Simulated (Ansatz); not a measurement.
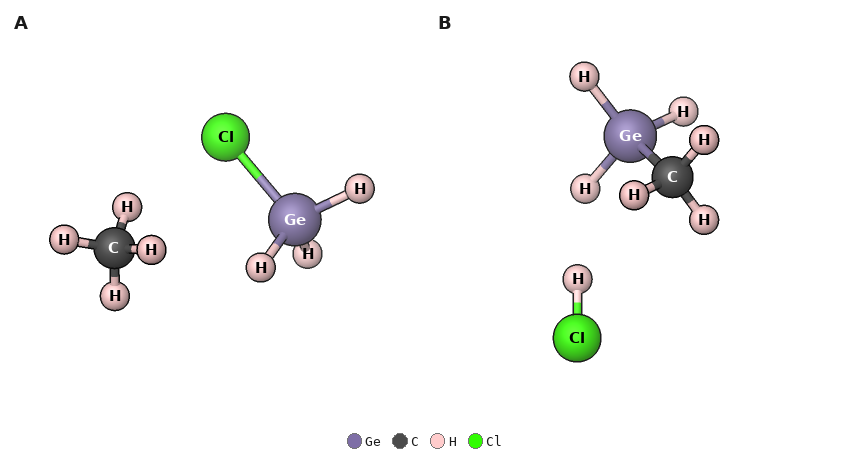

2 stationary structures of one formula. Geometries: PBE0-D4/def2-TZVP. Electronic energies: CCSD(T)/CBS (MP2 limit from def2-TZVPP and def2-QZVPP plus CCSD(T) − MP2) (Ansatz 0.2.0), without zero-point energy. Each is one conformer, not always the lowest.

### Which is lowest in energy, and by how much?

A is lowest (a saddle point of order 1); B lies 19.8 kcal/mol above it (a minimum).

Give E(B) − E(A) in kcal/mol at these levels too: RHF/STO-3G; BLYP-D4/def2-TZVPP; CAM-B3LYP-D4/def2-TZVPP; PBE-QIDH (frozen core)/def2-TZVPP; B3LYP-D4/6-31G; PBE-D4/def2-SVP; SPW92 (LDA)/def2-TZVPP; B3LYP-D4/def2-TZVPP.

| level | E(B) − E(A) (kcal/mol) |
| --- | --- |
| RHF/STO-3G | +39.9 |
| BLYP-D4/def2-TZVPP | +20.7 |
| CAM-B3LYP-D4/def2-TZVPP | +21.0 |
| PBE-QIDH (frozen core)/def2-TZVPP | +20.7 |
| B3LYP-D4/6-31G | +21.7 |
| PBE-D4/def2-SVP | +20.1 |
| SPW92 (LDA)/def2-TZVPP | +16.9 |
| B3LYP-D4/def2-TZVPP | +21.3 |
